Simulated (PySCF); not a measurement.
**(F)3Si-NH-SiH3 (F₃H₄NSi₂): what the electrons do**

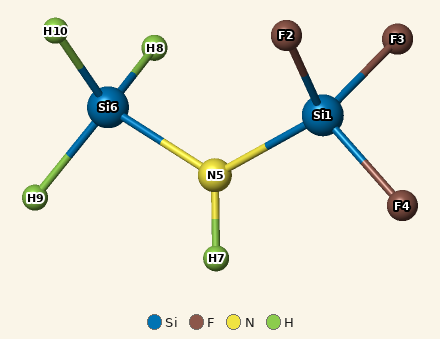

The molecule, with its atoms numbered as below. No frequency check shows the geometry to be a minimum.

Geometry (Å), atoms numbered from 1:

```
Si1      0.7655   -0.0367    0.0016
F2       1.0201    0.9252    1.2333
F3       1.0355    0.8883   -1.2563
F4       1.9166   -1.1235    0.0154
N5      -0.7605   -0.7650    0.0222
Si6     -2.3077    0.0516   -0.0038
H7      -0.7719   -1.7691   -0.0324
H8      -2.4466    0.7730   -1.2696
H9      -3.2687   -1.0429    0.1179
H10     -2.3478    0.9744    1.1280
```

## 1. Bonding charge

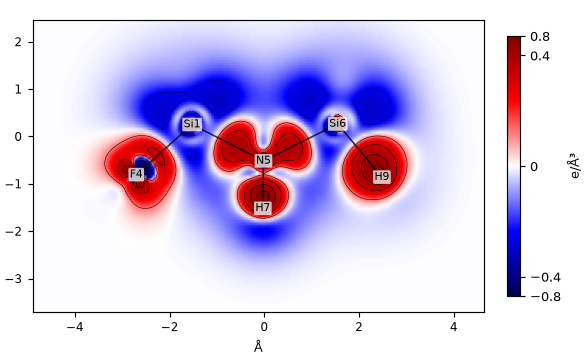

Deformation density (molecule less spherical, spin-averaged free atoms) in the plane of Si1, F4, N5, Si6, H7 and H9; colour scale in e/Å³, logarithmic beyond ±0.1; red: gain, blue: loss.

Method: TPSSh/def2-SVP; geometry: GFN2-xTB; program: PySCF.

Question: How much density has each bond in this plane gained at its critical point, relative to the free atoms?

Answer: N5–H7: +0.72 e/Å³ at the bond critical point (bond length 1.01 Å, Mayer order 0.9). Si6–H9: +0.18 e/Å³ at the bond critical point (bond length 1.46 Å, Mayer order 1.0). Si1–N5: +0.11 e/Å³ at the bond critical point (bond length 1.69 Å, Mayer order 1.1); up to 0.6 Å beside the axis the gain reaches +0.39 e/Å³. N5–Si6: +0.05 e/Å³ at the bond critical point (bond length 1.75 Å, Mayer order 1.0); up to 0.6 Å beside the axis the gain reaches +0.34 e/Å³. Si1–F4: 0.00 e/Å³ at the bond critical point (bond length 1.58 Å, Mayer order 1.1); up to 0.6 Å beside the axis the gain reaches +0.22 e/Å³. In all, 2.3 electrons gather in the regions of gain relative to the promolecule. A small or negative value marks a very polar bond, one between electron-rich atoms, whose free-atom densities already overlap strongly, a long bond to a heavier atom, or a closed-shell contact such as a hydrogen bond.

Question: Where do the Hirshfeld charges lie?

Answer: The highest Hirshfeld charge is on Si1 (+0.57 e), the lowest on N5 (−0.31 e).

## 2. Local ionisation energy

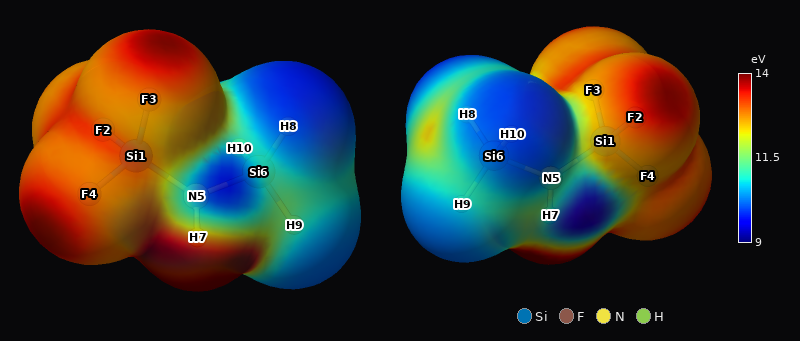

Average local ionisation energy on the surface of electron density 0.001 a.u. (back view left, front view right).

Question: Where are the most loosely bound electrons on this surface?

Answer: The lowest value is 9.4 eV, over N5, off the plane of its three bonds (2.0 Å). Further minima include 9.7 eV, 1.4 Å from H8; 9.9 eV, 1.4 Å from H10; 10.2 eV, 1.4 Å from H9. For comparison, the highest occupied orbital lies at −7.6 eV.

## 3. In an electric field

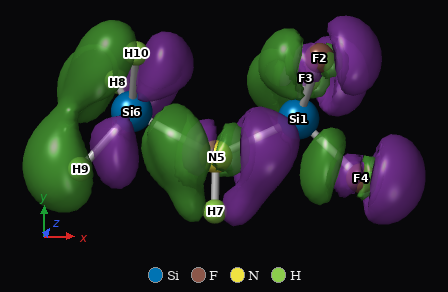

Change of the electron density in a uniform field of 0.41 V/Å, surfaces at ±0.003 e/Å³ (purple: gain, green: loss).

Method: PBE/def2-SVPD; geometry: GFN2-xTB; program: PySCF.

Question: Along which Cartesian direction does the field point?

Answer: Along −x: electrons gather on the +x side, against the field.

Question: How large is the response?

Answer: The induced dipole is 1.35 D (along the field); α along this axis, from the fields in both directions, is 67 bohr³ (9.9 Å³).

Question: Which atoms gain and lose the most charge?

Answer: Electrons gather most on F4 (Hirshfeld charge changes by −0.016 e) and leave H9 most (+0.017 e); 0.118 electrons are displaced in all.
